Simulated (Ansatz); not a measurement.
## ZnNi (Pm-3m): from the cell to its phonons

Aim: the phonons of ZnNi (Pm-3m) at a cell relaxed beforehand at this level.

Method: DFT LDA, scalar-relativistic, plane waves, PAW, in Ansatz 0.2.0.

The database entry behind the starting cell is an old determination (1936), so it need not match the best structure at ambient conditions.

**1. Starting point**

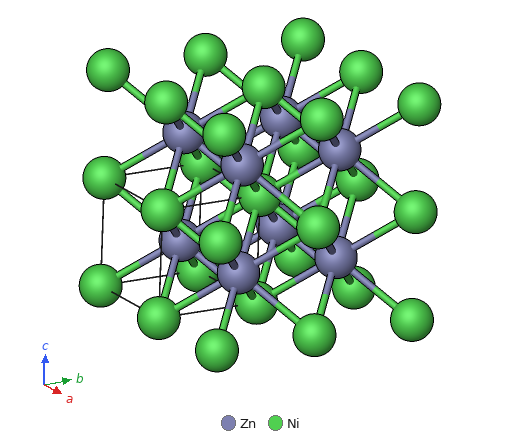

The starting structure, seen slightly off an axis (zinc blue, nickel green). 2×2×2 cells are drawn. Some periodic images of atoms are drawn too.

As a file:

```cif
data_structure
_symmetry_space_group_name_H-M 'P 1'
_symmetry_Int_Tables_number 1
_cell_length_a 2.8063
_cell_length_b 2.8063
_cell_length_c 2.8063
_cell_angle_alpha 90.000
_cell_angle_beta 90.000
_cell_angle_gamma 90.000
_cell_volume 22.10
loop_
_atom_site_label
_atom_site_type_symbol
_atom_site_fract_x
_atom_site_fract_y
_atom_site_fract_z
_atom_site_occupancy
Zn1 Zn 0.50000 0.50000 0.50000 1
Ni2 Ni 0.00000 0.00000 0.00000 1
```

**2. Phonons on a q mesh**

The cell comes from relaxations at this level that are not shown. Stability and thermal properties need the whole zone. Linear response on a 4×4×4 q mesh gives force constants as far as a supercell of that size would.

File input.yaml:

```yaml
crystal:
  lattice:
    - [2.8063370132, 0.0, 0.0]
    - [0.0, 2.8063370132, 0.0]
    - [0.0, 0.0, 2.8063370132]
  atoms:
    - { symbol: Zn, position: [0.5, 0.5, 0.5] }
    - { symbol: Ni, position: [0.0, 0.0, 0.0] }
kpoints:
  mp_grid: { grid: [16, 16, 16] }
hamiltonian:
  xc: lda
scf:
  occupations: { method: methfessel_paxton, width: 0.15 }
output:
  eigenvalues: true
phonons:
  method: dfpt
  qmesh: [4, 4, 4]
  temperatures: { t_max: 1000, t_step: 50 }
  qpath:
    path:
      - [[0.0, 0.0, 0.0], [0.0, 0.5, 0.0], [0.5, 0.5, 0.0], [0.0, 0.0, 0.0], [0.5, 0.5, 0.5], [0.0, 0.5, 0.0]]
      - [[0.5, 0.5, 0.5], [0.5, 0.5, 0.0]]
    npoints: 10
```

Command:

```bash
ansatz run input.yaml --threads 4 --pin off --max-ram 7168MiB --backend cpu --events-out ev --progress --plain --runs-dir out
```

Numbers of over 12 decimals in the logs are rounded to 6 here.

What it wrote:

```text
Engine: ansatz 0.2.0, aarch64-unknown-linux-gnu
Pseudopotentials: kind: paw
Pseudopotential: Zn, paw, valence charge 12, recommended cutoff 420 eV (normal), Zn.paw.azcp
Pseudopotential: Ni, paw, valence charge 18, recommended cutoff 420 eV (normal), Ni.paw.azcp
Functional definition: SPW92
  exchange = slater_x
  correlation = pw_c
Crystal: 2 atoms, lattice volume = 22.101 Å³
Basis set: ecut = 420 eV, 437 PW (Γ), exchange–correlation on 40×40×40 points (8 copies of the dense FFT grid, shifted against one another)
Bands: 19, of which v1, the nominal top of the filled ones, is band 15 counted from 1 (14 counted from 0)
Symmetry: 48 space group operations
k-points: 165 of 4096
Non-local potential: Zn, projectors of the file, l = 0: 2, l = 1: 2, l = 2: 3, l = 3: 1
Non-local potential: Ni, projectors of the file, l = 0: 3, l = 1: 2, l = 2: 3, l = 3: 1
PAW form: soft (Blöchl's): semilocal exchange-correlation on the pseudo side does not see the compensation charge
PAW frozen core: Zn, regenerated for the run's functional, and the local potential with it (the file was generated under x = pbe(κ = 0.804, μ = 0.219515), c = pbe(β = 0.066725))
PAW frozen core: Ni, regenerated for the run's functional, and the local potential with it (the file was generated under x = pbe(κ = 0.804, μ = 0.219515), c = pbe(β = 0.066725))
PAW one-centre angular grid: Zn, 590 points (default); XC on 64 Gauss nodes
PAW one-centre angular grid: Ni, 590 points (default); XC on 64 Gauss nodes
Initial density: superposition of atomic densities (neutral atoms: chi_scale 0, normalization atom), corrected by the library's trained network
Initial wavefunctions: pseudopotential atomic-orbital guess
Functional: x = slater, c = lda
SCF iter   1: F=—  HF=-9020.209826 eV  |F-HF|=—  |Δ(HF+E_count)|=         —  Δρ=2.50e-2  dr2=7.54e-2  ethr=1.77e-3  ⟨swp⟩=5.0  Hψ=13851  notcnv=0
preconditioner: auto → none  [metal: Δε(μ)=0.021 eV  Ē_g=11.936 eV  σ=0.150 eV  W_gap=0.12  n_scr=6 (ndim 8)  ℏωp=37.0 eV  f_vac=0.000  D(μ)=1.38/eV (n_scr^D=18)  sad-step TF]
SCF iter   2: F=—  HF=-9020.201247 eV  |F-HF|=—  |Δ(HF+E_count)|=   8.58e-3  S|Δr|=    0.00e0  Δρ=1.10e-2  dr2=1.69e-2  ethr=2.51e-4  ⟨swp⟩=1.8  Hψ=4689  notcnv=0  defer=8
SCF iter   3: F=—  HF=-9020.199588 eV  |F-HF|=—  |Δ(HF+E_count)|=   1.66e-3  S|Δr|=    0.00e0  Δρ=2.17e-3  dr2=4.68e-4  ethr=5.64e-5  ⟨swp⟩=1.4  Hψ=3315  notcnv=0  defer=8
SCF iter   4: F=—  HF=-9020.199378 eV  |F-HF|=—  |Δ(HF+E_count)|=   2.10e-4  S|Δr|=    0.00e0  Δρ=5.93e-4  dr2=4.75e-5  ethr=1.56e-6  ⟨swp⟩=2.1  Hψ=4950  notcnv=0  defer=8
SCF iter   5: F=—  HF=-9020.199355 eV  |F-HF|=—  |Δ(HF+E_count)|=   2.31e-5  S|Δr|=    0.00e0  Δρ=1.43e-4  dr2=2.02e-6  ethr=1.58e-7  ⟨swp⟩=2.0  Hψ=4235  notcnv=0  defer=8
SCF iter   6: F=—  HF=-9020.199356 eV  |F-HF|=—  |Δ(HF+E_count)|=   1.13e-6  S|Δr|=    0.00e0  Δρ=1.76e-5  dr2=2.48e-8  ethr=6.75e-9  ⟨swp⟩=2.0  Hψ=5167  notcnv=0  defer=8
SCF iter   7: F=—  HF=-9020.199356 eV  |F-HF|=—  |Δ(HF+E_count)|=   1.33e-9  S|Δr|=    0.00e0  Δρ=2.24e-6  dr2=4.19e-10  ethr=8.26e-11  ⟨swp⟩=2.3  Hψ=4964  notcnv=0  defer=8
SCF iter   8: F=-9020.199356 eV  HF=-9020.199356 eV  |F-HF|=0.00e0  |Δ(HF+E_count)|=  4.91e-11  S|Δr|=    0.00e0  Δρ=9.56e-8  dr2=7.92e-13  ethr=1.00e-12  ⟨swp⟩=6.0  Hψ=18436  notcnv=0
SCF 1 converged in 8 iterations: F = -9020.199356 eV  dr2 = 7.92e-13
  greatest PAW one-centre occupation: 1.002 electrons in one spin orbital (limit 2), on the Ni atom at site 1 (counted from 0), in its partial waves of l = 1
Initial density: read from a saved state, or passed on in memory by an earlier SCF of this step, an earlier step, the calling program or the single point that the run made first
iter 1 solved again at ethr=1.39e-7 eV; its pass at ethr=3.10e-3 eV (dr2=4.16e-5 eV) is discarded
SCF iter   1: F=—  HF=-9020.199352 eV  |F-HF|=—  |Δ(HF+E_count)|=         —  Δρ=8.28e-7  dr2=8.34e-11  ethr=1.39e-7  ⟨swp⟩=3.1  Hψ=22918  notcnv=0
eigensolver tolerance schedule: the retry pair's looser diagonalisation over-reported the residual by 499066.15 of it (diagonalisation noise at an unbounded share of the residual, at the tolerance the schedule requests for it); recorded, not acted on — ethr = c·dr2/N_el stays at c = 1.0e-1
preconditioner: auto → none  [metal: Δε(μ)=0.020 eV  Ē_g=11.992 eV  σ=0.150 eV  W_gap=0.11  n_scr=6 (ndim 8)  ℏωp=37.0 eV  f_vac=0.000  D(μ)=1.30/eV (n_scr^D=18)]
SCF iter   2: F=—  HF=-9020.199356 eV  |F-HF|=—  |Δ(HF+E_count)|=   4.35e-6  S|Δr|=    0.00e0  Δρ=6.94e-7  dr2=5.66e-11  ethr=1.00e-12  ⟨swp⟩=3.9  Hψ=8812  notcnv=0
SCF iter   3: F=—  HF=-9020.199356 eV  |F-HF|=—  |Δ(HF+E_count)|=  5.46e-12  S|Δr|=    0.00e0  Δρ=3.67e-7  dr2=1.51e-11  ethr=1.00e-12  ⟨swp⟩=1.0  Hψ=3135  notcnv=0
SCF iter   4: F=-9020.199356 eV  HF=-9020.199356 eV  |F-HF|=0.00e0  |Δ(HF+E_count)|=  3.64e-12  S|Δr|=    0.00e0  Δρ=6.56e-8  dr2=2.85e-13  ethr=1.00e-12  ⟨swp⟩=3.4  Hψ=8737  notcnv=0
SCF 2 converged in 4 iterations: F = -9020.199356 eV  dr2 = 2.85e-13
phonons: the bands overlap, so this run is a metal and interpolates without the dipole-dipole term. If the crystal is really an insulator or semiconductor, its LO-TO splitting is missing
NSCF: frozen V_eff on 165 k-points
NSCF: frozen V_eff on 405 k-points
DFPT response loops at q = (0, 0, 0) (fractional): preconditioner auto → Kerker (q_TF=auto, 2.871 Å⁻¹) (partly filled bands, converged f_vac=0.000); β = 1.00, the filter's whole step (`scf.mixing.beta` (0.50) is not read by the response loops under this deck's `scf.mixing.preconditioner`; to damp them name `kerker` or `kerker_dos`, under which they read `scf.mixing.beta`, and type it under 1.00, their step now; both keys bind the ground state too); Broyden in place of MSR1
NSCF: frozen V_eff on 2592 k-points
DFPT response loops at q = (0, 0, 0.25) (fractional): mixed as the last ones told, above
NSCF: frozen V_eff on 1458 k-points
DFPT response loops at q = (0, 0, -0.5) (fractional): mixed as the last ones told, above
NSCF: frozen V_eff on 4608 k-points
DFPT response loops at q = (0, 0.25, 0.25) (fractional): mixed as the last ones told, above
NSCF: frozen V_eff on 2592 k-points
DFPT response loops at q = (0, 0.25, -0.5) (fractional): mixed as the last ones told, above
NSCF: frozen V_eff on 1458 k-points
DFPT response loops at q = (0, -0.5, -0.5) (fractional): mixed as the last ones told, above
NSCF: frozen V_eff on 4352 k-points
DFPT response loops at q = (0.25, 0.25, 0.25) (fractional): mixed as the last ones told, above
NSCF: frozen V_eff on 4608 k-points
DFPT response loops at q = (0.25, 0.25, -0.5) (fractional): mixed as the last ones told, above
NSCF: frozen V_eff on 2592 k-points
DFPT response loops at q = (0.25, -0.5, -0.5) (fractional): mixed as the last ones told, above
NSCF: frozen V_eff on 810 k-points
DFPT response loops at q = (-0.5, -0.5, -0.5) (fractional): mixed as the last ones told, above
SCF converged after 8 iterations
Stability not checked: this state was not tested for a lower state beside it, because cold or Methfessel-Paxton smearing, or corrected tetrahedra, fill the levels in a way that the test cannot read (fill_not_monotonic; see scf.lower_state_search)
Free energy (F): -9020.199356 eV
Harris-Foulkes:  -9020.199356 eV  (|F-HF|=0.00e0)
Internal energy: -9020.198214 eV  (E = F + TS)
E sigma→0 (E₀):  -9020.199071 eV
Entropy (-TS):   -0.001142 eV (-0.571 meV/atom)
Fermi energy:    16.408197 eV
--- Per-component energies (eV) ---
  E_band       = -196.444365
  E_kinetic    = 420.383200
  E_local      = -4938.874096  (includes V_loc(G=0)·N_el)
  E_nonlocal   = 1255.245251
  E_hartree    = 2078.521413
  E_xc         = -222.887917
  E_vxc        = -166.492643  (∫ρ·V_xc dr)
  E_paw        = -3319.083924  (= ΣΔE_a)
  E_vpaw       = -923.748968  (= ΣTr[D̂ρ^β])
  E_aug_tail   = 0.000112  (compensation charges beyond the density's cutoff)
  E_ewald      = -4295.493515
  E_core_change = 1.991262  (= ΣΔE_core)
  E_smearing   = -0.001142  (= −TS)
  E_closure    = -0.000000  (closes the sum)
  Σ components = -9020.199356   (vs F -9020.199356, Δ=0.00e0)
--- Band table (eV; the first three rows and the last of 165) ---
  k-point 0: bands = [... 11 lower, 13.9954, 15.3919, 15.3919, 15.3919, 23.8918, 23.8918, 23.8918, 29.7472]
  k-point 1: bands = [... 11 lower, 14.0012, 15.3499, 15.3499, 15.3877, 23.2267, 24.0267, 24.0267, 29.7758]
  k-point 2: bands = [... 11 lower, 14.0107, 15.2348, 15.2348, 15.3756, 21.7903, 24.4213, 24.4213, 29.8627]
  k-point 164: bands = [... 11 lower, 12.7848, 15.7502, 15.7502, 21.6206, 22.0875, 22.0875, 22.0875, 22.7230]
--- Phonons (Γ-DFPT): 2 representative perturbations + reference (Σ response iterations 8) ---
  ASR residual: 2.962e-5 → 0.000e0 eV/Å²; symmetrization residual: 6.446e-6 eV/Å²
  ASR residual per site (eV/Å²): 2.96e-5 2.93e-5
  Γ frequencies (cm⁻¹): 0.00 0.00 0.00 260.20 260.20 260.20
--- Phonons (arbitrary-q DFPT): 10 irreducible q on the 4×4×4 mesh ---
  q = [0.0000, 0.0000, 0.0000] (star 1, of the zone-centre solve; hermiticity 1.67e-6, symmetrization 4.12e-12): -0.00 -0.00 0.00 260.20 260.20 260.20
  q = [0.0000, 0.0000, 0.2500] (star 6, 4 solved perturbations in 4032 linear systems a pass and spin channel, the states on 1296 of 4096 k-point pairs; hermiticity 3.57e-7, symmetrization 8.24e-13): 106.71 106.71 128.89 241.78 241.78 250.34
  q = [0.0000, 0.0000, -0.5000] (star 3, 4 solved perturbations in 2268 linear systems a pass and spin channel, the states on 729 of 4096 k-point pairs; hermiticity 1.09e-7, symmetrization 5.45e-8): 184.16 184.16 194.92 194.92 210.91 223.65
  q = [0.0000, 0.2500, 0.2500] (star 12, 4 solved perturbations in 7056 linear systems a pass and spin channel, the states on 2304 of 4096 k-point pairs; hermiticity 1.04e-6, symmetrization 2.73e-13): 48.33 136.70 192.71 211.59 228.16 270.27
  q = [0.0000, 0.2500, -0.5000] (star 12, 6 solved perturbations on 1296 of 4096 k-point pairs; hermiticity 1.32e-6, symmetrization 5.25e-8): 116.91 119.36 182.29 197.12 262.06 264.88
  q = [0.0000, -0.5000, -0.5000] (star 3, 4 solved perturbations in 2268 linear systems a pass and spin channel, the states on 729 of 4096 k-point pairs; hermiticity 1.30e-6, symmetrization 4.02e-11): 66.26 66.26 180.17 200.01 286.86 286.86
  q = [0.2500, 0.2500, 0.2500] (star 8, 2 solved perturbations on 2176 of 4096 k-point pairs; hermiticity 4.14e-7, symmetrization 4.78e-13): 116.84 116.84 161.49 240.87 250.21 250.21
  q = [0.2500, 0.2500, -0.5000] (star 12, 4 solved perturbations in 7056 linear systems a pass and spin channel, the states on 2304 of 4096 k-point pairs; hermiticity 7.77e-7, symmetrization 5.36e-8): 116.35 125.84 188.01 196.72 259.75 265.51
  q = [0.2500, -0.5000, -0.5000] (star 6, 4 solved perturbations in 4032 linear systems a pass and spin channel, the states on 1296 of 4096 k-point pairs; hermiticity 1.16e-6, symmetrization 7.58e-8): 124.30 124.30 192.26 195.94 262.19 262.19
  q = [-0.5000, -0.5000, -0.5000] (star 1, 2 solved perturbations on 405 of 4096 k-point pairs; hermiticity 1.48e-11, symmetrization 7.43e-12): 186.60 186.60 186.60 210.55 210.55 210.55
  sum rule: each row above includes the acoustic sum rule's correction from the zone centre's row sums; it moved no ω² by more than (0.37 cm⁻¹)²
  mesh force constants: q→R imaginary residual 3.59e-18; ASR residual 2.962e-5 → 0.000e0 eV/Å²; symmetrization residual 8.882e-15 eV/Å²
  interpolated dispersion: 62 rows × 6 modes
  density of states and harmonic sums: on the 24×24×24 q-mesh, interpolated from the force constants of a 4×4×4 supercell (no non-analytic term)
  largest difference from the sums on the solved wave vectors: F 1.08e-2 eV, S 1.48e-5 and C_V 4.02e-6 eV/K
  zero-point energy: 0.069771 eV/cell   skipped modes (ω ≤ 0): 3   left out of the sums: 3.62e-5 of the cell's modes: C_V's classical limit lies that fraction below 3 k_B per atom; for a crystal, a wire or a layer, F and S can be off by more, and a phonons.interpolated_qmesh denser along its periods is the remedy for the sampling
```

It took 18 min on 4 threads of Arm Neoverse N1, shared host; peak memory 3 GiB.

Numbers from this step:

| Item | Value |
| --- | --- |
| volume per atom | 11.05 Å³ |
| gap on the k-mesh | 0 eV |
| sum-rule residual before enforcement | 2.96e-5 eV/Å² |
| lowest frequency on the path | 0 cm⁻¹ |
| point group | m-3m |
| highest frequency on the path or at a solved wavevector | 286.9 cm⁻¹ |
| mean frequency | 187.6 cm⁻¹ |
| Debye temperature (second moment) | 368 K |
| logarithmic mean frequency | 174.2 cm⁻¹ |
| highest optical mode at the zone centre (no LO-TO term) | 260.2 cm⁻¹ |
| lowest optical zone-centre mode | 260.2 cm⁻¹ |
| lowest mode on the q mesh (acoustic modes at Γ apart) | 48.33 cm⁻¹ |
| zero-point energy per atom | 34.89 meV |
| heat capacity at 300 K | 23.17 J/(mol atoms K) |
| vibrational entropy at 300 K | 30.34 J/(mol atoms K) |

Frequencies (cm⁻¹) solved at each irreducible wavevector; negative means imaginary. Frequencies by wavevector, by row:

| q in reciprocal lattice units | star | mode 1 | mode 2 | mode 3 | mode 4 | mode 5 | mode 6 |
| --- | --- | --- | --- | --- | --- | --- | --- |
| 0 0 0 | 1 | 0 | 0 | 0 | 260.2 | 260.2 | 260.2 |
| 0 0 0.25 | 6 | 106.7 | 106.7 | 128.9 | 241.8 | 241.8 | 250.3 |
| 0 0 -0.5 | 3 | 184.2 | 184.2 | 194.9 | 194.9 | 210.9 | 223.7 |
| 0 0.25 0.25 | 12 | 48.3 | 136.7 | 192.7 | 211.6 | 228.2 | 270.3 |
| 0 0.25 -0.5 | 12 | 116.9 | 119.4 | 182.3 | 197.1 | 262.1 | 264.9 |
| 0 -0.5 -0.5 | 3 | 66.3 | 66.3 | 180.2 | 200 | 286.9 | 286.9 |
| 0.25 0.25 0.25 | 8 | 116.8 | 116.8 | 161.5 | 240.9 | 250.2 | 250.2 |
| 0.25 0.25 -0.5 | 12 | 116.3 | 125.8 | 188 | 196.7 | 259.8 | 265.5 |
| 0.25 -0.5 -0.5 | 6 | 124.3 | 124.3 | 192.3 | 195.9 | 262.2 | 262.2 |
| -0.5 -0.5 -0.5 | 1 | 186.6 | 186.6 | 186.6 | 210.6 | 210.6 | 210.6 |

Interpolated from a 4×4×4 q mesh. The phonon branches at the labelled points (cm⁻¹):

| point | branch 1 | branch 2 | branch 3 | branch 4 | branch 5 | branch 6 |
| --- | --- | --- | --- | --- | --- | --- |
| Γ | 0 | 0 | 0 | 260 | 260 | 260 |
| X | 184 | 184 | 195 | 195 | 211 | 224 |
| M | 66 | 66 | 180 | 200 | 287 | 287 |
| Γ | 0 | 0 | 0 | 260 | 260 | 260 |
| R | 187 | 187 | 187 | 211 | 211 | 211 |
| X | 184 | 184 | 195 | 195 | 211 | 224 |
| jump to R | 187 | 187 | 187 | 211 | 211 | 211 |
| M | 66 | 66 | 180 | 200 | 287 | 287 |

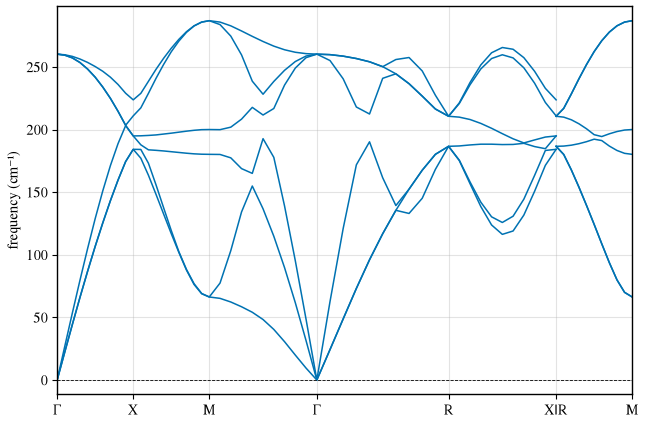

Phonon branches along the path.

Tetrahedra on a 24×24×24 mesh, mean over bins of 5 cm-1. Interpolated from a 4×4×4 q mesh. Table of phonon density of states by wavenumber; read off at these points:

| wavenumber (cm⁻¹) | phonon density of states (1/cm⁻¹/cell) |
| --- | --- |
| 2 | 0 |
| 18 | 2.9e-4 |
| 38 | 0.00188 |
| 52 | 0.00427 |
| 68 | 0.0111 |
| 88 | 0.0158 |
| 102 | 0.0198 |
| 118 | 0.0231 |
| 132 | 0.0282 |
| 138 | 0.0246 |
| 152 | 0.0204 |
| 172 | 0.0259 |
| 182 | 0.0406 |
| 188 | 0.0287 |
| 198 | 0.0398 |
| 202 | 0.0293 |
| 222 | 0.0235 |
| 238 | 0.0257 |
| 252 | 0.0366 |
| 262 | 0.0764 |
| 272 | 0.0315 |
| 288 | 0.00129 |

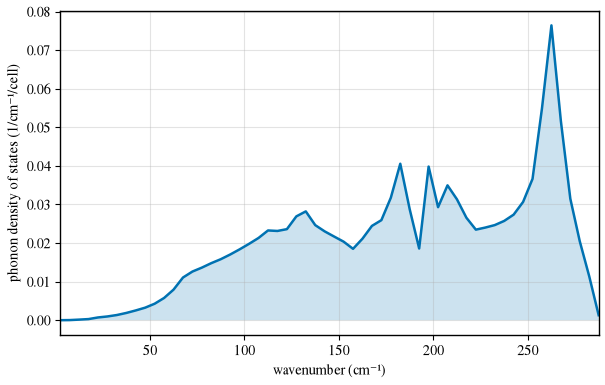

Phonon density of states against wavenumber.

(Part 1 of 2 ends here.)

[Logs are printed without paths, hosts, clocks, repeated set-up lines and the standing remarks that a program may print on its own settings, such as how far it seeks lower states.]

[Hosts, paths, dates, database ids (printed as entryN), source tags and the programs' standing remarks are cut or masked in the printed files.]
